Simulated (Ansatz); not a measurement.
**quartet C2HF2Ge at 6 levels**

Wanted: a comparison of 6 runs (UHF/STO-3G, UCAM-B3LYP/6-31G*, UPBE/6-31G*, UPBE0/6-31G*, RPA@PBE0/6-31G*, UCCSD(T)/6-31G*) of quartet C2HF2Ge. 

Program for the calculation: Ansatz 0.2.0.

69 further runs of the same task are left out: 69 set aside as unsound or not needed.

## 1. The molecule

C2HF2Ge has 6 atoms, charge 0, and is taken as a quartet. As SMILES of the parent species, `C#[C][Ge]([F])[F]`. Geometry: relaxed at PBE0-D4/def2-TZVP. That shape belongs to the parent species and isn't relaxed for this state.

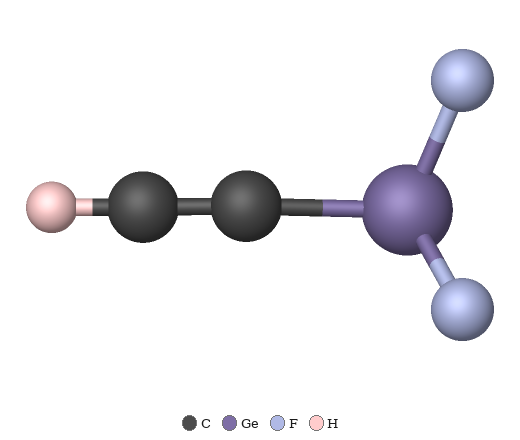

The structure, seen from a chosen angle (carbon dark grey, germanium purple, fluorine light blue, hydrogen pink).

## 2. A single-point energy at UHF/STO-3G (run 1)

The input, job.yaml:

```yaml
crystal:
  periodic: [false, false, false]
  atoms:
    - {symbol: C, position_ang: [-0.190100, 0.518400, 1.692900]}
    - {symbol: C, position_ang: [-0.131400, 0.204200, 0.530300]}
    - {symbol: Ge, position_ang: [-0.289600, -0.139700, -1.323100]}
    - {symbol: F, position_ang: [-0.276600, -1.850600, -1.565100]}
    - {symbol: F, position_ang: [1.142900, 0.424100, -2.108200]}
    - {symbol: H, position_ang: [-0.213200, 0.779700, 2.727000]}
basis:
  gaussian:
    orbitals: STO-3G
total_charge: 0
magnetization:
  spin_polarized: true
  initial_magnetization: 3
hamiltonian:
  xc: hf
accuracy: high
output:
  orbitals: {seedname: orbitals}
```

The run is started by

```bash
$ ansatz run job.yaml --threads 1 --pin off --max-ram 3480MiB --events-out events.jsonl --progress --plain --runs-dir runs
```

Output:

```text
Warning: RAYON_NUM_THREADS=1 ignored (pool sized by the plan → 1); use --threads N
Functional definition: HF
  name "HF"
  exchange = exact_x
  correlation = 0
685 factors; integrals over basis functions are off by at most 5.2e-9 eV
mean field evaluation 1: about -63206.1783 eV, gradient 1.7e1 eV
mean field evaluation 2: about -63206.3158 eV, gradient 1.7e1 eV
mean field evaluation 4: about -63210.0219 eV, gradient 2.3e0 eV
mean field evaluation 8: about -63210.1458 eV, gradient 2.1e-1 eV
mean field evaluation 16: about -63210.1489 eV, gradient 1.7e-8 eV
mean field evaluation 32: about -63209.8384 eV, gradient 4.4e-1 eV
mean field evaluation 64: about -63209.7703 eV, gradient 1.9e-1 eV
mean field evaluation 96: about -63209.9846 eV, gradient 8.1e-1 eV
mean field -63210.14887775 eV, -2322.9301258794 hartree, gradient 3.6e-8 eV, S^2 3.810047; 3 other end points of the search recorded, 0 dependent functions left out
reference -63210.14887775 eV, -2322.9301258794 hartree; 33, 30 occupied and 6, 9 virtual orbitals, 685 factors
Total energy: -63210.14887775 eV, -2322.9301258794 hartree
```

Run time: 1.8 s. Hardware: 1 thread of Arm Neoverse V2, shared host; peak memory 0.12 GiB.

## 3. A single-point energy at UCAM-B3LYP/6-31G(d) (spherical functions) (run 2)

The input, run.yaml:

```yaml
crystal:
  periodic: [false, false, false]
  atoms:
    - {symbol: C, position_ang: [-0.190100, 0.518400, 1.692900]}
    - {symbol: C, position_ang: [-0.131400, 0.204200, 0.530300]}
    - {symbol: Ge, position_ang: [-0.289600, -0.139700, -1.323100]}
    - {symbol: F, position_ang: [-0.276600, -1.850600, -1.565100]}
    - {symbol: F, position_ang: [1.142900, 0.424100, -2.108200]}
    - {symbol: H, position_ang: [-0.213200, 0.779700, 2.727000]}
basis:
  gaussian:
    orbitals: 6-31G_st_-spherical.json
output:
  orbitals: {seedname: orbitals}
accuracy: high
magnetization:
  spin_polarized: true
  initial_magnetization: 3
hamiltonian:
  xc: {name: CAM-B3LYP}
```

The basis set 6-31G* is read from a file made from the Basis Set Exchange's data (not shown).

The run is started by

```bash
$ ansatz run run.yaml --threads 1 --pin off --max-ram 3480MiB --events-out events.jsonl --progress --plain --runs-dir runs
```

Output (excerpt; [...] marks lines left out):

```text
Warning: RAYON_NUM_THREADS=1 ignored (pool sized by the plan → 1); use --threads N
Functional definition: CAM-B3LYP
  name "CAM-B3LYP"
[...]
1871 factors; integrals over basis functions are off by at most 9.0e-9 eV
388 factors; integrals over basis functions are off by at most 1.6e-9 eV
[...]
mean field -64028.50244087 eV, -2353.0040646242 hartree, gradient 2.1e-8 eV, S^2 3.758073; 4 other end points of the search recorded, 0 dependent functions left out
reference -64028.50245926 eV, -2353.0040653002 hartree; 33, 30 occupied and 57, 60 virtual orbitals, 1871 factors
Total energy: -64028.50245926 eV, -2353.0040653002 hartree
```

Wall time 42 s (1 thread of Arm Neoverse V2, shared host); peak memory 0.58 GiB.

## 4. A single-point energy at UPBE/6-31G(d) (spherical functions) (run 3)

The input, input.yaml:

```yaml
crystal:
  periodic: [false, false, false]
  atoms:
    - {symbol: C, position_ang: [-0.190100, 0.518400, 1.692900]}
    - {symbol: C, position_ang: [-0.131400, 0.204200, 0.530300]}
    - {symbol: Ge, position_ang: [-0.289600, -0.139700, -1.323100]}
    - {symbol: F, position_ang: [-0.276600, -1.850600, -1.565100]}
    - {symbol: F, position_ang: [1.142900, 0.424100, -2.108200]}
    - {symbol: H, position_ang: [-0.213200, 0.779700, 2.727000]}
basis:
  gaussian: {orbitals: 6-31G_st_-spherical.json}
hamiltonian: {xc: pbe}
magnetization: {spin_polarized: true, initial_magnetization: 3}
output: {orbitals: {seedname: orbitals}}
accuracy: high
```

The basis set 6-31G* is read from a file made from the Basis Set Exchange's data (not shown).

The run is started by

```bash
$ ansatz run input.yaml --threads 1 --pin off --max-ram 3480MiB --events-out events.jsonl --progress --plain --runs-dir runs
```

Output:

```text
Warning: RAYON_NUM_THREADS=1 ignored (pool sized by the plan → 1); use --threads N
Functional definition: PBE
  name "PBE"
  parameter kappa = 0.804
  parameter beta = 0.06672455060314922
  exchange = pbe_x(kappa = kappa, mu = beta*pi^2/3)
  correlation = pbe_c(beta = beta)
1871 factors; integrals over basis functions are off by at most 9.0e-9 eV
mean field evaluation 1: about -64000.6627 eV, gradient 4.3e1 eV
mean field evaluation 2: about -63927.1088 eV, gradient 9.7e1 eV
mean field evaluation 4: about -64009.0255 eV, gradient 2.3e1 eV
mean field evaluation 8: about -64011.3980 eV, gradient 7.9e-1 eV
mean field evaluation 16: about -64011.3955 eV, gradient 1.6e-3 eV
mean field evaluation 32: about -64011.3955 eV, gradient 3.4e-7 eV
mean field evaluation 64: about -64011.3551 eV, gradient 2.9e-1 eV
mean field -64011.39547369 eV, -2352.3753951760 hartree, gradient 5.8e-8 eV, S^2 3.755449; 6 other end points of the search recorded, 0 dependent functions left out
reference -64011.39547738 eV, -2352.3753953115 hartree; 33, 30 occupied and 57, 60 virtual orbitals, 1871 factors
Total energy: -64011.39547738 eV, -2352.3753953115 hartree
```

It took 24 s on 1 thread of Arm Neoverse V2, shared host; peak memory 0.28 GiB.

Runs 4 to 5 aren't shown in full; the table further down has their settings and results.

## 5. The energy at UCCSD(T)/6-31G(d) (spherical functions) (run 6)

The input, molecule.yaml:

```yaml
basis:
  gaussian: {orbitals: 6-31G_st_-spherical.json}
crystal:
  periodic: [false, false, false]
  atoms:
    - {symbol: C, position_ang: [-0.190100, 0.518400, 1.692900]}
    - {symbol: C, position_ang: [-0.131400, 0.204200, 0.530300]}
    - {symbol: Ge, position_ang: [-0.289600, -0.139700, -1.323100]}
    - {symbol: F, position_ang: [-0.276600, -1.850600, -1.565100]}
    - {symbol: F, position_ang: [1.142900, 0.424100, -2.108200]}
    - {symbol: H, position_ang: [-0.213200, 0.779700, 2.727000]}
magnetization: {spin_polarized: true, initial_magnetization: 3}
correlation: {method: ccsd_t, frozen_orbitals: {C: 1, F: 1, Ge: 9, H: 0}}
accuracy: high
scf: {omitted_lower_state_checks: [cluster_reference, increment]}
```

The basis set 6-31G* is read from a file made from the Basis Set Exchange's data (not shown).

The run is started by

```bash
$ ansatz run molecule.yaml --threads 1 --pin off --max-ram 3480MiB --events-out events.jsonl --progress --plain --runs-dir runs
```

Output:

```text
Warning: RAYON_NUM_THREADS=1 ignored (pool sized by the plan → 1); use --threads N
[... 15 lines left out ...]
13 core orbitals not correlated: weight in the atoms' cores, before any rotation towards them, 1.000 or more for the frozen orbitals, at most 0.000 for the correlated occupied ones
[... 36 lines left out ...]
Total energy: -63971.07556930 eV, -2350.8936660193 hartree
Checks for a lower state left out: cluster_reference, increment
```

Run time: 2.9 min. Hardware: 1 thread of Arm Neoverse V2, shared host; peak memory 1 GiB.

## 6. All runs side by side

```csv
run,level,frozen core orbitals,energy (Eh),HOMO energy (eV),⟨S²⟩,wall time
1,UHF/STO-3G,–,-2322.930126,-3.60,3.810,1.8 s
2,UCAM-B3LYP/6-31G* (spherical functions),–,-2353.004065,-5.04,3.758,42 s
3,UPBE/6-31G* (spherical functions),–,-2352.375395,-2.74,3.755,24 s
4,UPBE0/6-31G* (spherical functions),–,-2352.434336,-3.92,3.758,32 s
5,RPA@PBE0/6-31G* (spherical functions),13,-2351.094432,–,3.758,51 s
6,UCCSD(T)/6-31G* (spherical functions),13,-2350.893666,–,3.779,2.9 min
```

## 7. What came out

| quantity | value |
| --- | --- |
| run 6: total energy | -2350.89367 Eh |
| run 6: correlation energy (13 core orbitals frozen) | -805.1 mEh |
| run 6: (T) correction | -20.91 mEh |
| run 6: ⟨S²⟩ of the reference determinant | 3.779 |
| run 6: T1 diagnostic | 0.017 |

What this shows: Totals of different functionals can't be ranked against each other. In run 1 the basis is minimal, so the values are rough. All runs together took 5.4 min, the longest 2.9 min.
